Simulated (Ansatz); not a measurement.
# A workflow on BH3O2 (SMILES OBO)

Aim: a series of 61 runs (r2SCAN/def2-SVP, U-r2SCAN/def2-SVP, PBE/def2-TZVPP, UPBE/def2-TZVPP, B3LYP/def2-TZVPP, UB3LYP/def2-TZVPP, HF/def2-TZVPP, UHF/def2-TZVPP, and more) of BH3O2 and its partners. 

Program for the calculation: Ansatz 0.2.0.

**1. The molecule**

BH3O2 has 6 atoms, charge 0, and is taken as a singlet. As SMILES, `OBO`. The coordinates come from a PBE0-D4/def2-TZVP relaxation. This is one conformer, not always the lowest. The run starts from this shape.

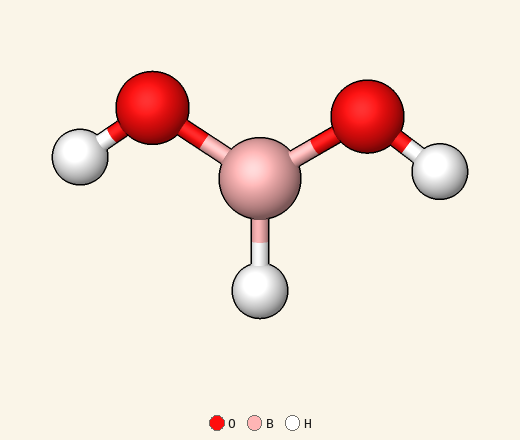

Viewed from a chosen angle; oxygen red, boron pink, hydrogen white.

**2. A structure relaxation at r2SCAN/def2-SVP (paw set gaussian, start density atoms) (run 1)**

Input file in.yaml:

```yaml
crystal:
  periodic: [false, false, false]
  atoms:
    - symbol: O
      position_ang: [-1.176200, -0.524500, -0.251800]
    - symbol: B
      position_ang: [0.049500, 0.028100, -0.072900]
    - symbol: O
      position_ang: [0.580600, -0.053800, 1.172500]
    - symbol: H
      position_ang: [-1.494700, -0.433500, -1.150600]
    - symbol: H
      position_ang: [0.637800, 0.565600, -0.976100]
    - symbol: H
      position_ang: [1.445200, 0.354100, 1.232800]
basis:
  gaussian: {orbitals: def2-SVP}
total_charge: 0
hamiltonian: {xc: r2scan}
relax: {}
```

Started as:

```
$ ansatz run in.yaml --threads 1 --pin off --max-ram 3480MiB --events-out events.jsonl --progress --plain --runs-dir runs
```

What it wrote:

```text
Warning: RAYON_NUM_THREADS=1 ignored (pool sized by the plan → 1); use --threads N
The last accepted step is kept in runs//last_step.txt (removed where the run ends without a failure and the disk answers)
[... 7 lines left out ...]
614 factors; their error is unknown
[... 9 lines left out ...]
614 factors; their error is unknown
[... 6 lines left out ...]
614 factors; their error is unknown
[... 5 lines left out ...]
614 factors; their error is unknown
[... 5 lines left out ...]
614 factors; their error is unknown
[... 3 lines left out ...]
Total energy: -4815.64709149 eV, -176.9717664495 hartree
[... 6 lines left out ...]
Dipole moment:     0.218314     0.199474    -0.335204 e Å
```

Run time: 8.4 s. Hardware: 1 thread of Arm Neoverse V2, shared host; peak memory 0.11 GiB.

Steps, from the record of the run:

```tsv
step	energy from the first frame kept (eV)	largest force (eV/Å)
1	0.0000	0.2967
2	-0.0029	0.0828
3	-0.0032	0.0120
4	-0.0032	0.0065
```

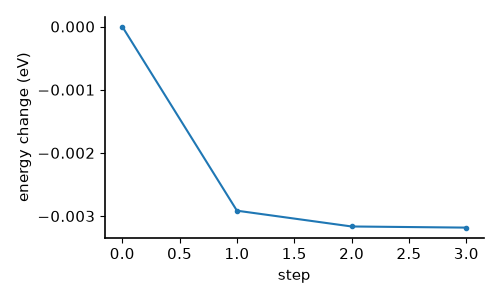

Energy along the run.

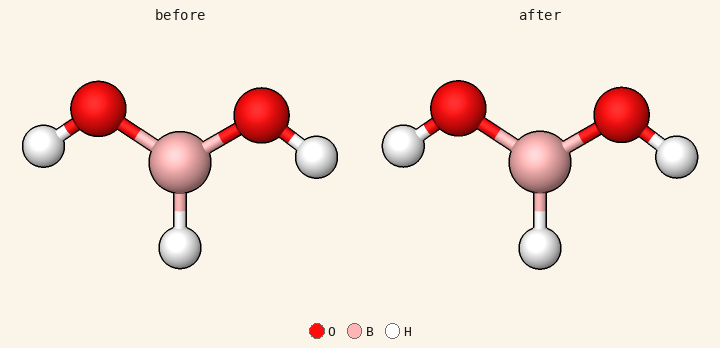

Before and after, at one scale.

After the run. Bond lengths: O1–B2 1.358 Å, B2–O3 1.358 Å, O1–H4 0.963 Å, B2–H5 1.217 Å, O3–H6 0.963 Å. Angles: O1–B2–O3 116.6°, O1–B2–H5 121.7°, O3–B2–H5 121.7°, B2–O1–H4 112.4°, B2–O3–H6 112.4°.

**3. The doublet cation: a geometry optimisation at U-r2SCAN/def2-SVP (paw set gaussian, start density atoms) (run 2)**

Input file input.yaml:

```yaml
crystal:
  periodic: [false, false, false]
  atoms:
    - {symbol: O, position_ang: [-1.176200, -0.524500, -0.251800]}
    - {symbol: B, position_ang: [0.049500, 0.028100, -0.072900]}
    - {symbol: O, position_ang: [0.580600, -0.053800, 1.172500]}
    - {symbol: H, position_ang: [-1.494700, -0.433500, -1.150600]}
    - {symbol: H, position_ang: [0.637800, 0.565600, -0.976100]}
    - {symbol: H, position_ang: [1.445200, 0.354100, 1.232800]}
basis:
  gaussian: {orbitals: def2-SVP}
total_charge: 1
magnetization: {spin_polarized: true, initial_magnetization: 1}
hamiltonian: {xc: {name: r2SCAN}}
relax: {}
```

Started as:

```
$ ansatz run input.yaml --threads 1 --pin off --max-ram 3480MiB --events-out events.jsonl --progress --plain --runs-dir runs
```

What it wrote:

```text
Warning: RAYON_NUM_THREADS=1 ignored (pool sized by the plan → 1); use --threads N
[... 8 lines left out ...]
614 factors; their error is unknown
[... 18 lines left out ...]
614 factors; their error is unknown
[... 11 lines left out ...]
614 factors; their error is unknown
[... 11 lines left out ...]
614 factors; their error is unknown
[... 12 lines left out ...]
614 factors; their error is unknown
[... 11 lines left out ...]
614 factors; their error is unknown
[... 5 lines left out ...]
614 factors; their error is unknown
[... 6 lines left out ...]
614 factors; their error is unknown
[... 5 lines left out ...]
614 factors; their error is unknown
[... 5 lines left out ...]
614 factors; their error is unknown
[... 4 lines left out ...]
614 factors; their error is unknown
[... 4 lines left out ...]
Total energy: -4804.89422639 eV, -176.5766059454 hartree
[... 6 lines left out ...]
Dipole moment:     0.333093     0.304587    -0.511476 e Å
```

Run time: 58 s. Hardware: 1 thread of Arm Neoverse V2, shared host; peak memory 0.16 GiB.

The path in brief:

```tsv
step	energy from the first frame kept (eV)	largest force (eV/Å)
1	0.0000	5.6429
2	-0.4133	3.6320
3	-0.6949	0.9458
4	-0.7130	0.7319
5	-0.7217	0.0862
6	-0.7223	0.0194
7	-0.7225	0.0153
8	-0.7225	0.0028
9	-0.7225	0.0028
10	-0.7225	0.0042
11	-0.7226	0.0707
12	-0.7227	0.0693
13	-0.7229	0.1257
14	-0.7229	0.0760
15	-0.7235	0.0058
```

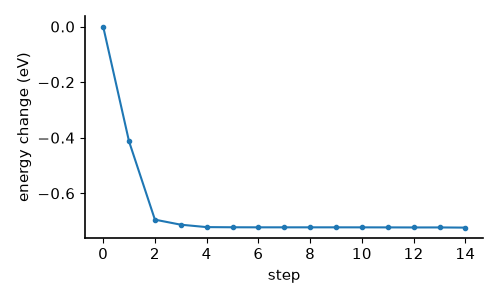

Energy along the run.

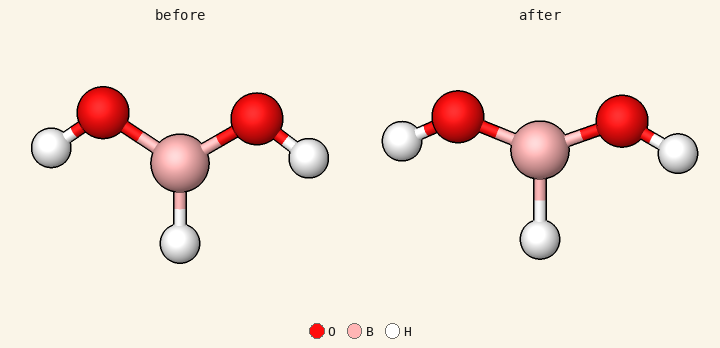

Before and after, at one scale.

After the run. Bond lengths: O1–B2 1.305 Å, B2–O3 1.305 Å, O1–H4 0.973 Å, B2–H5 1.340 Å, O3–H6 0.973 Å. Angles: O1–B2–O3 138.1°, O1–B2–H5 110.9°, O3–B2–H5 110.9°, B2–O1–H4 131.6°, B2–O3–H6 131.6°.

Runs 3 to 51 aren't shown in full; the table further down has their settings and results.

**4. BH2O: a single-point energy at U-wB97M-V/def2-TZVPP (paw set gaussian, start density atoms) (run 52)**

Input file in.yaml:

```yaml
crystal:
  periodic: [false, false, false]
  atoms:
    - symbol: O
      position_ang: [-1.166506, -0.519615, -0.252050]
    - symbol: B
      position_ang: [0.038090, 0.027520, -0.091336]
    - symbol: H
      position_ang: [-1.538852, -0.456205, -1.146990]
    - symbol: H
      position_ang: [0.683668, 0.584000, -0.961023]
basis:
  gaussian: {orbitals: def2-TZVPP}
magnetization: {spin_polarized: true, initial_magnetization: 1}
hamiltonian: {xc: {name: wB97M-V}}
```

Started as:

```
$ ansatz run in.yaml --threads 1 --pin off --max-ram 3480MiB --events-out events.jsonl --progress --plain --runs-dir runs
```

What it wrote:

```text
Warning: RAYON_NUM_THREADS=1 ignored (pool sized by the plan → 1); use --threads N
Functional definition: wB97M-V
  name "wB97M-V"
  parameter omega = 0.3/bohr
  parameter cx = 0.15
  parameter cx01 = 1.007
  parameter cx10 = 0.259
  parameter css00 = 0.443
  parameter css04 = -1.437
  parameter css10 = -4.535
  parameter css20 = -3.390
  parameter css43 = 4.278
  parameter cos00 = 1.000
  parameter cos10 = 1.358
  parameter cos20 = 2.924
  parameter cos21 = -8.812
  parameter cos60 = -1.390
  parameter cos61 = 9.142
  parameter b = 6.0
  parameter c = 0.01
  gx(w, u) = 1 - cx + cx01*u + cx10*w
  gss(w, u) = css00 + css04*u^4 + css10*w + css20*w^2 + css43*w^4*u^3
  gos(w, u) = cos00 + cos10*w + (cos20 + cos21*u)*w^2 + (cos60 + cos61*u)*w^6
  exchange = spin_sum(e_x_unif_sr(omega)*gx(b97_w, b97_u_x)) + cx*exact_x_sr(omega) + exact_x_lr(omega)
  correlation = spin_sum(e_c_pw_mod_same_spin*gss(b97_w, b97_u_same))
      + integral(e_c_pw_mod_opposite_spin*gos(b97_w_opposite, b97_u_opposite)) + vv10(b, c)
438 factors; their error is unknown
115 factors; integrals over basis functions are off by at most 1.7e-5 eV
mean field evaluation 1: about -2751.6364 eV, gradient 3.0e1 eV
mean field evaluation 2: about -2750.8763 eV, gradient 3.5e1 eV
mean field evaluation 4: about -2754.6814 eV, gradient 7.2e-1 eV
mean field evaluation 8: about -2754.6920 eV, gradient 2.4e-2 eV
mean field evaluation 16: about -2754.6920 eV, gradient 4.8e-5 eV
mean field -2754.69200711 eV, -101.2330640640 hartree, gradient 4.8e-5 eV, S^2 0.751584; 0 other end points of the search recorded, 0 dependent functions left out
reference -2754.69204388 eV, -101.2330654152 hartree; 8, 7 occupied and 82, 83 virtual orbitals, 438 factors
Total energy: -2754.69204388 eV, -101.2330654152 hartree
```

Wall time 4.8 s (1 thread of Arm Neoverse V2, shared host); peak memory 0.18 GiB.

Runs 53 to 60 aren't shown in full; the table further down has their settings and results.

**5. BH2O: the energy at U-r2SCAN/def2-TZVPP (paw set gaussian, start density atoms) (run 61)**

in.yaml: that of step 4 with these lines changed.

```diff
@@ -1 +1,3 @@
+basis:
+  gaussian: {orbitals: def2-TZVPP}
 crystal:
@@ -11,5 +13,3 @@
       position_ang: [0.683668, 0.584000, -0.961023]
-basis:
-  gaussian: {orbitals: def2-TZVPP}
+hamiltonian: {xc: {name: r2SCAN}}
 magnetization: {spin_polarized: true, initial_magnetization: 1}
-hamiltonian: {xc: {name: wB97M-V}}
```

Started as:

```
$ ansatz run in.yaml --threads 1 --pin off --max-ram 3480MiB --events-out events.jsonl --progress --plain --runs-dir runs
```

What it wrote:

```text
Warning: RAYON_NUM_THREADS=1 ignored (pool sized by the plan → 1); use --threads N
Functional definition: r2SCAN
  name "r2SCAN"
  parameter k0 = 0.174
  parameter k1 = 0.065
  parameter a1 = 4.9479
  exchange = r2scan_x(k0 = k0, k1 = k1, a1 = a1)
  correlation = r2scan_c
438 factors; their error is unknown
mean field evaluation 1: about -2750.2832 eV, gradient 3.6e1 eV
mean field evaluation 2: about -2737.2297 eV, gradient 6.8e1 eV
mean field evaluation 4: about -2754.3721 eV, gradient 2.0e0 eV
mean field evaluation 8: about -2754.3882 eV, gradient 2.8e-2 eV
mean field evaluation 16: about -2754.3883 eV, gradient 2.9e-5 eV
mean field -2754.38825094 eV, -101.2219012306 hartree, gradient 2.9e-5 eV, S^2 0.753349; 0 other end points of the search recorded, 0 dependent functions left out
reference -2754.38826367 eV, -101.2219016984 hartree; 8, 7 occupied and 82, 83 virtual orbitals, 438 factors
Total energy: -2754.38826367 eV, -101.2219016984 hartree
```

It took 2.5 s on 1 thread of Arm Neoverse V2, shared host; peak memory 0.13 GiB.

**6. All runs side by side**

```tsv
run	level	broken bond	fragment atoms	partner	energy (Eh)	wall time
1	r2SCAN/def2-SVP (paw set gaussian, start density atoms)	–	–	base	-176.971766	8.4 s
2	U-r2SCAN/def2-SVP (paw set gaussian, start density atoms)	–	–	cation	-176.576606	58 s
3	U-r2SCAN/def2-SVP (paw set gaussian, start density atoms)	–	–	anion	-176.884395	77 s
4	U-r2SCAN/def2-SVP (paw set gaussian, start density atoms)	(5, 2)	(1, 2, 3, 4, 6)	fragment	-176.304812	12 s
5	U-r2SCAN/def2-SVP (paw set gaussian, start density atoms)	(4, 1)	(1, 2, 3, 5, 6)	fragment	-176.293806	20 s
6	U-r2SCAN/def2-SVP (paw set gaussian, start density atoms)	(3, 2)	(3, 6)	fragment	-75.629767	2.3 s
7	U-r2SCAN/def2-SVP (paw set gaussian, start density atoms)	(3, 2)	(1, 2, 4, 5)	fragment	-101.098840	9.3 s
8	PBE/def2-TZVPP (paw set gaussian, start density atoms)	–	–	base	-177.077315	1.5 s
9	UPBE/def2-TZVPP (paw set gaussian, start density atoms)	–	–	cation	-176.680431	2.7 s
10	UPBE/def2-TZVPP (paw set gaussian, start density atoms)	–	–	anion	-177.002615	3.3 s
11	UPBE/def2-TZVPP (paw set gaussian, start density atoms)	(5, 2)	(5)	fragment	-0.499616	0.08 s
12	UPBE/def2-TZVPP (paw set gaussian, start density atoms)	(5, 2)	(1, 2, 3, 4, 6)	fragment	-176.410748	2.5 s
13	UPBE/def2-TZVPP (paw set gaussian, start density atoms)	(4, 1)	(4)	fragment	-0.499616	0.08 s
14	UPBE/def2-TZVPP (paw set gaussian, start density atoms)	(4, 1)	(1, 2, 3, 5, 6)	fragment	-176.397620	3.9 s
15	UPBE/def2-TZVPP (paw set gaussian, start density atoms)	(3, 2)	(3, 6)	fragment	-75.683375	0.42 s
16	UPBE/def2-TZVPP (paw set gaussian, start density atoms)	(3, 2)	(1, 2, 4, 5)	fragment	-101.150576	1.2 s
17	B3LYP/def2-TZVPP (paw set gaussian, start density atoms)	–	–	base	-177.291357	2 s
18	UB3LYP/def2-TZVPP (paw set gaussian, start density atoms)	–	–	cation	-176.881090	3.9 s
19	UB3LYP/def2-TZVPP (paw set gaussian, start density atoms)	–	–	anion	-177.215012	3.6 s
20	UB3LYP/def2-TZVPP (paw set gaussian, start density atoms)	(5, 2)	(5)	fragment	-0.502154	0.08 s
21	UB3LYP/def2-TZVPP (paw set gaussian, start density atoms)	(5, 2)	(1, 2, 3, 4, 6)	fragment	-176.615669	2.6 s
22	UB3LYP/def2-TZVPP (paw set gaussian, start density atoms)	(4, 1)	(4)	fragment	-0.502154	0.08 s
23	UB3LYP/def2-TZVPP (paw set gaussian, start density atoms)	(4, 1)	(1, 2, 3, 5, 6)	fragment	-176.605299	3.9 s
24	UB3LYP/def2-TZVPP (paw set gaussian, start density atoms)	(3, 2)	(3, 6)	fragment	-75.769829	0.36 s
25	UB3LYP/def2-TZVPP (paw set gaussian, start density atoms)	(3, 2)	(1, 2, 4, 5)	fragment	-101.283659	1.3 s
26	HF/def2-TZVPP (paw set gaussian, start density atoms)	–	–	base	-176.342550	0.74 s
27	UHF/def2-TZVPP (paw set gaussian, start density atoms)	–	–	cation	-175.943077	1.6 s
28	UHF/def2-TZVPP (paw set gaussian, start density atoms)	–	–	anion	-176.233643	1.4 s
29	UHF/def2-TZVPP (paw set gaussian, start density atoms)	(5, 2)	(5)	fragment	-0.499810	0.04 s
30	UHF/def2-TZVPP (paw set gaussian, start density atoms)	(5, 2)	(1, 2, 3, 4, 6)	fragment	-175.701762	0.93 s
31	UHF/def2-TZVPP (paw set gaussian, start density atoms)	(4, 1)	(4)	fragment	-0.499810	0.04 s
32	UHF/def2-TZVPP (paw set gaussian, start density atoms)	(4, 1)	(1, 2, 3, 5, 6)	fragment	-175.703073	3.3 s
33	UHF/def2-TZVPP (paw set gaussian, start density atoms)	(3, 2)	(3, 6)	fragment	-75.423436	0.1 s
34	UHF/def2-TZVPP (paw set gaussian, start density atoms)	(3, 2)	(1, 2, 4, 5)	fragment	-100.731172	0.39 s
35	MP2/def2-TZVPP (paw set gaussian, start density atoms)	–	–	base	-176.926626	1.4 s
36	UMP2/def2-TZVPP (paw set gaussian, start density atoms)	–	–	cation	-176.505838	2.9 s
37	UMP2/def2-TZVPP (paw set gaussian, start density atoms)	–	–	anion	-176.840853	2.2 s
38	UHF/def2-TZVPP (paw set gaussian, start density atoms)	(5, 2)	(5)	fragment	-0.499810	0.04 s
39	UMP2/def2-TZVPP (paw set gaussian, start density atoms)	(5, 2)	(1, 2, 3, 4, 6)	fragment	-176.255914	1.5 s
40	UHF/def2-TZVPP (paw set gaussian, start density atoms)	(4, 1)	(4)	fragment	-0.499810	0.04 s
41	UMP2/def2-TZVPP (paw set gaussian, start density atoms)	(4, 1)	(1, 2, 3, 5, 6)	fragment	-176.226489	2.8 s
42	UMP2/def2-TZVPP (paw set gaussian, start density atoms)	(3, 2)	(3, 6)	fragment	-75.622317	0.18 s
43	UMP2/def2-TZVPP (paw set gaussian, start density atoms)	(3, 2)	(1, 2, 4, 5)	fragment	-101.050522	0.57 s
44	wB97M-V/def2-TZVPP (paw set gaussian, start density atoms)	–	–	base	-177.223071	6.9 s
45	U-wB97M-V/def2-TZVPP (paw set gaussian, start density atoms)	–	–	cation	-176.806984	12 s
46	U-wB97M-V/def2-TZVPP (paw set gaussian, start density atoms)	–	–	anion	-177.136780	14 s
47	U-wB97M-V/def2-TZVPP (paw set gaussian, start density atoms)	(5, 2)	(5)	fragment	-0.494111	0.2 s
48	U-wB97M-V/def2-TZVPP (paw set gaussian, start density atoms)	(5, 2)	(1, 2, 3, 4, 6)	fragment	-176.551388	9.3 s
49	U-wB97M-V/def2-TZVPP (paw set gaussian, start density atoms)	(4, 1)	(4)	fragment	-0.494111	0.18 s
50	U-wB97M-V/def2-TZVPP (paw set gaussian, start density atoms)	(4, 1)	(1, 2, 3, 5, 6)	fragment	-176.538985	25 s
51	U-wB97M-V/def2-TZVPP (paw set gaussian, start density atoms)	(3, 2)	(3, 6)	fragment	-75.741804	1 s
52	U-wB97M-V/def2-TZVPP (paw set gaussian, start density atoms)	(3, 2)	(1, 2, 4, 5)	fragment	-101.233065	4.8 s
53	r2SCAN/def2-TZVPP (paw set gaussian, start density atoms)	–	–	base	-177.189900	3.6 s
54	U-r2SCAN/def2-TZVPP (paw set gaussian, start density atoms)	–	–	cation	-176.789385	6.3 s
55	U-r2SCAN/def2-TZVPP (paw set gaussian, start density atoms)	–	–	anion	-177.113294	6.9 s
56	U-r2SCAN/def2-TZVPP (paw set gaussian, start density atoms)	(5, 2)	(5)	fragment	-0.499927	0.28 s
57	U-r2SCAN/def2-TZVPP (paw set gaussian, start density atoms)	(5, 2)	(1, 2, 3, 4, 6)	fragment	-176.522508	5.4 s
58	U-r2SCAN/def2-TZVPP (paw set gaussian, start density atoms)	(4, 1)	(4)	fragment	-0.499927	0.28 s
59	U-r2SCAN/def2-TZVPP (paw set gaussian, start density atoms)	(4, 1)	(1, 2, 3, 5, 6)	fragment	-176.508800	6.6 s
60	U-r2SCAN/def2-TZVPP (paw set gaussian, start density atoms)	(3, 2)	(3, 6)	fragment	-75.730561	0.76 s
61	U-r2SCAN/def2-TZVPP (paw set gaussian, start density atoms)	(3, 2)	(1, 2, 4, 5)	fragment	-101.221902	2.5 s
```

**7. What came out**

| quantity | value |
| --- | --- |
| BH2O, run 61: total energy | -101.22190 Eh |
| BH2O, run 61: ⟨S²⟩ | 0.753 |
| adiabatic electron affinity (to the doublet anion, shapes relaxed at r2SCAN/def2-SVP, no zero-point term), HF/def2-TZVPP | -2.964 eV |
| dissociation energy of the H4–O1 bond into doublet H and doublet BH2O2 (shapes relaxed at r2SCAN/def2-SVP, no zero-point term), PBE/def2-TZVPP | 4.900 eV |
| dissociation energy of the H4–O1 bond into doublet H and doublet BH2O2 (shapes relaxed at r2SCAN/def2-SVP, no zero-point term), wB97M-V/def2-TZVPP | 5.169 eV |
| dissociation energy of the H5–B2 bond into doublet H and doublet BH2O2 (shapes relaxed at r2SCAN/def2-SVP, no zero-point term), wB97M-V/def2-TZVPP | 4.832 eV |
| dissociation energy of the H4–O1 bond into doublet H and doublet BH2O2 (shapes relaxed at r2SCAN/def2-SVP, no zero-point term), r2SCAN/def2-TZVPP | 4.930 eV |
| adiabatic ionisation energy (to the doublet cation, no zero-point term), r2SCAN/def2-SVP | 10.753 eV |
| adiabatic ionisation energy (to the doublet cation, shapes relaxed at r2SCAN/def2-SVP, no zero-point term), B3LYP/def2-TZVPP | 11.164 eV |
| adiabatic ionisation energy (to the doublet cation, shapes relaxed at r2SCAN/def2-SVP, no zero-point term), MP2/def2-TZVPP | 11.450 eV |

**Reading.** At HF/def2-TZVPP: the adiabatic electron affinity (to the doublet anion, shapes relaxed at r2SCAN/def2-SVP, no zero-point term) is −2.96 eV (−68 kcal/mol). A negative value puts this state of the anion above the relaxed parent: the electron is not bound at this level, and such a value depends on the basis. At PBE/def2-TZVPP: the dissociation energy of the H4–O1 bond into doublet H and doublet BH2O2 (shapes relaxed at r2SCAN/def2-SVP, no zero-point term) is 4.90 eV (473 kJ/mol). At wB97M-V/def2-TZVPP: the dissociation energy of the H4–O1 bond into doublet H and doublet BH2O2 (shapes relaxed at r2SCAN/def2-SVP, no zero-point term) is 5.17 eV (119 kcal/mol). At wB97M-V/def2-TZVPP: the dissociation energy of the H5–B2 bond into doublet H and doublet BH2O2 (shapes relaxed at r2SCAN/def2-SVP, no zero-point term) is 4.83 eV (466 kJ/mol). At r2SCAN/def2-TZVPP: the dissociation energy of the H4–O1 bond into doublet H and doublet BH2O2 (shapes relaxed at r2SCAN/def2-SVP, no zero-point term) is 4.93 eV (476 kJ/mol). Totals of different functionals can't be ranked against each other. All runs together took 5.8 min, the longest 77 s.
